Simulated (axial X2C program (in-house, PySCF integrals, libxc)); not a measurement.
# A two-component session on SeCr⁻: properties at the nuclei

Aim: properties at the nuclei of SeCr⁻, with spin–orbit coupling in the Hamiltonian from the start.

Computed with an in-house X2C program for linear molecules on PySCF integrals. Level: two-component X2C with atomic mean-field terms, Se dyall-acv3z, Cr dyall-acv3z.

All values are calculated.

1 further run of the same task is left out (it didn't finish).

## 1. Set-up

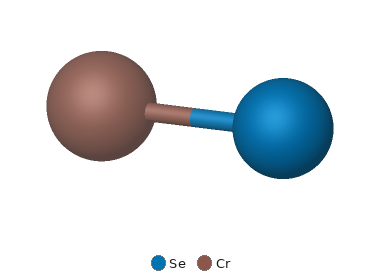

The two atoms at 2.180 Å (selenium blue, chromium brown).

task.json reads:

```json
{"zs": [34, 24], "q": -1, "bas": ["dyall-acv3z", "dyall-acv3z"], "r0": 2.18, "levels": ["PBE0", "HF", "BHandHLYP", "TPSSh", "r2SCAN"], "nst": 3}
```

Keys: zs atomic numbers; q charge; bas basis sets; r0 starting distance in Å; levels methods (HF also brings MP2); nst determinants followed.

Run with:

```sh
python soeom.py task.json out
```

Nuclei are Gaussian, cores are contracted, and the Gaunt term is on.

## 2. Expectation values, a higher determinant

R = 2.298 Å. State: Ω = 3/2 (excess of +ω over −ω: ω = 1/2, ω = -3/2, ω = 5/2), 0.40 eV above the lowest in the PBE0 search for states (made at or near this distance, with looser thresholds).

Output of the PBE0 run:

```text
two-component X2C + atomic mean field  PBE0
basis functions 242  fitting functions 1336  grid points 5799
iter        total energy     max residual
   1      -3479.282029916     1.71e-05
   2      -3479.282029903     4.20e-05
   3      -3479.282029922     9.47e-06
   4      -3479.282029923     6.97e-06
converged
one-electron -5210.79676718  Coulomb 1682.21409744  exact exchange -33.73255506  xc functional -103.71658832  nuclear repulsion 187.90626811  atomic mean-field constant -1.15648492
```

The highest occupied spinor is 39% Cr p, 31% Cr s, 18% Se p.

```csv
level,Eeff magnitude (GV/cm),Ws magnitude Se (kHz),A∥/gI Se (MHz),qzz Se (a.u.),A∥/gI Cr (MHz),qzz Cr (a.u.)
PBE0,0.294,0.00441,-164,-1.71,304,-0.78
HF,0.561,0.22,-307,-2.80,109,-1.00
BHandHLYP,0.584,0.0467,-105,-1.13,225,-0.70
TPSSh,0.358,0.017,-148,-1.50,316,-0.73
r2SCAN,0.346,0.0084,-167,-1.92,417,-0.83
```

## 3. Expectation values, a higher determinant

R = 2.298 Å. State: Ω = 7/2 (excess of +ω over −ω: 2 × ω = 1/2, ω = 5/2), 0.50 eV above the lowest in the PBE0 search for states (made at or near this distance, with looser thresholds).

Output of the PBE0 run:

```text
two-component X2C + atomic mean field  PBE0
basis functions 242  fitting functions 1336  grid points 5799
iter        total energy     max residual
   1      -3479.278187200     1.66e-05
   2      -3479.278187185     4.30e-05
   3      -3479.278187206     1.07e-05
   4      -3479.278187208     7.85e-06
converged
one-electron -5210.67268214  Coulomb 1682.08578385  exact exchange -33.73055916  xc functional -103.71051295  nuclear repulsion 187.90626811  atomic mean-field constant -1.15648492
```

The highest occupied spinor is 39% Cr p, 30% Cr s, 18% Se p.

```csv
level,Eeff magnitude (GV/cm),Ws magnitude Se (kHz),A∥/gI Se (MHz),qzz Se (a.u.),A∥/gI Cr (MHz),qzz Cr (a.u.)
PBE0,0.393,0.0131,148,-1.70,237,-0.75
HF,0.148,0.0275,11.2,-0.86,221,-0.73
BHandHLYP,0.674,0.0322,88.7,-0.96,240,-0.65
TPSSh,0.453,0.0221,146,-1.52,240,-0.71
r2SCAN,0.434,0.0171,147,-1.98,275,-0.81
```

## 4. Outcome

```
                                        quantity                                                       value
                              higher determinant  Ω = 3/2 (excess of +ω over −ω: ω = 1/2, ω = -3/2, ω = 5/2)
Eeff magnitude (GV/cm), PBE0, higher determinant                                                       0.294
 Ws magnitude Se (kHz), PBE0, higher determinant                                                     0.00441
        A∥/gI Se (MHz), PBE0, higher determinant                                                        -164
         qzz Se (a.u.), PBE0, higher determinant                                                       -1.71
                              higher determinant        Ω = 7/2 (excess of +ω over −ω: 2 × ω = 1/2, ω = 5/2)
Eeff magnitude (GV/cm), PBE0, higher determinant                                                       0.393
 Ws magnitude Se (kHz), PBE0, higher determinant                                                      0.0131
        A∥/gI Se (MHz), PBE0, higher determinant                                                         148
         qzz Se (a.u.), PBE0, higher determinant                                                       -1.70
```

In words: Only higher determinants gave results; the lowest one is missing, so no ground-state property is given.
